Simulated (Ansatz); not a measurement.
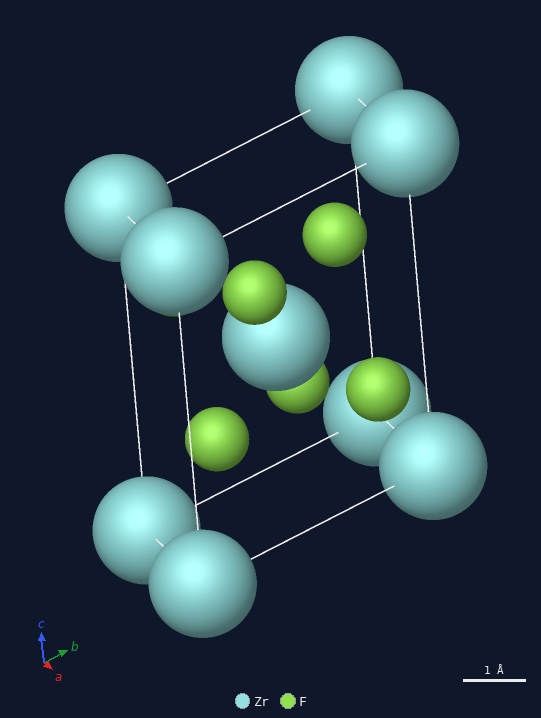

A spheres-only rendering, viewed slightly off an axis. The frame is the simulation cell; atoms at its boundary are shown with their periodic copies.

This input was run:
```yaml
crystal:
  lattice:
    - [5.147648, 0.0, 0.0]
    - [-2.573824, 4.457996, 0.0]
    - [-2.573824, 1.485999, 4.61627]
  atoms:
    - { symbol: Zr, position: [0.0, 0.0, 0.0] }
    - { symbol: Zr, position: [0.5, 0.5, 0.5] }
    - { symbol: F, position: [0.8523, 0.3523, 0.75] }
    - { symbol: F, position: [0.6477, 0.75, 0.75] }
    - { symbol: F, position: [0.25, 0.1477, 0.75] }
    - { symbol: F, position: [0.1477, 0.6477, 0.25] }
    - { symbol: F, position: [0.3523, 0.25, 0.25] }
    - { symbol: F, position: [0.75, 0.8523, 0.25] }
  symmetry: { tolerance: 0.0003 }
kpoints:
  mp_grid: { grid: [3, 3, 3], shift: [0, 0, 0] }
magnetization:
  spin_polarized: false
scf:
  occupations: { method: gaussian, width: 0.0765 }
hamiltonian:
  pseudopotentials: { kind: paw }
  xc: hse06
basis:
  ecutwfc: 420
  fft_grid_basis: typed
output:
  forces: true
  stress: true
  eigenvalues: true
  bader: true
  populations: true
  elf: true
  write_potential: true
  volumetric_format: npy
  dos:
    e_range: [-12, 8]
    de: 0.05
    projected: { site_lists: { F: [F], Zr: [Zr] } }
```

Run with DFT, PAW plane waves, HSE06 (Ansatz 0.2.0) and these settings: a basis cut at 420 eV, a 3×3×3 sampling of the Brillouin zone, Gaussian smearing of 0.076 eV, no spin polarisation. The pressure of the cell is 40 GPa.

**What charge does Bader's analysis assign to each element?**

Zr +2.39 e; F -0.80 e.

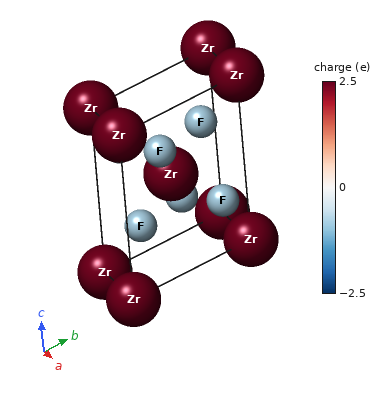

The atoms coloured by those charges.

What is drawn is a generated cell, made by putting these elements into a known structure type (the compound may or may not exist in this form); it hasn't been relaxed. It was the input of a calculation with Ansatz.

At this level of theory the cell isn't at rest (compressed, at 40 GPa and forces up to 1.4 eV/Å), so its distances can differ from those at equilibrium, the more so the softer the solid.
